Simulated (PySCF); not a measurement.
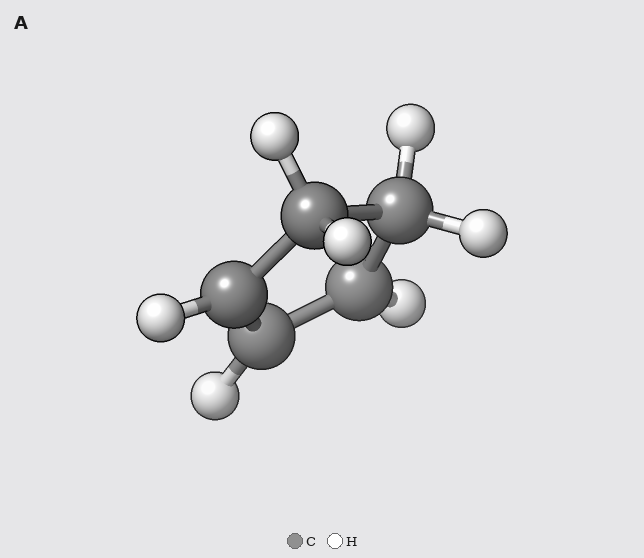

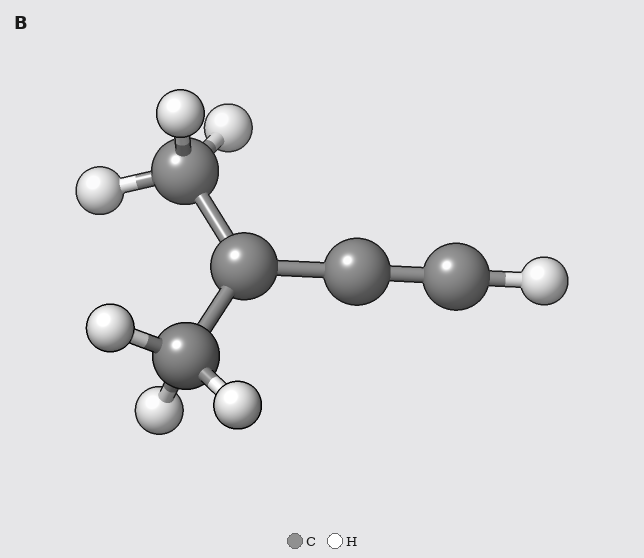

2 stationary structures of one formula. State: charge +1, singlet. Geometries: PBE0-D3(BJ)/def2-SVP. Electronic energies: PBE0-D3(BJ)/def2-SVP (PySCF 2.14.0), without zero-point energy. No frequency run is at hand to confirm each as a minimum.

Are they conformers, stereoisomers or constitutional isomers?

They are constitutional isomers of C5H7(+): A `C1=CCC[CH+]1`, B `C#C[C+](C)C`.

Which structure is the most stable?

A is lowest; B lies 46.1 kcal/mol above it.
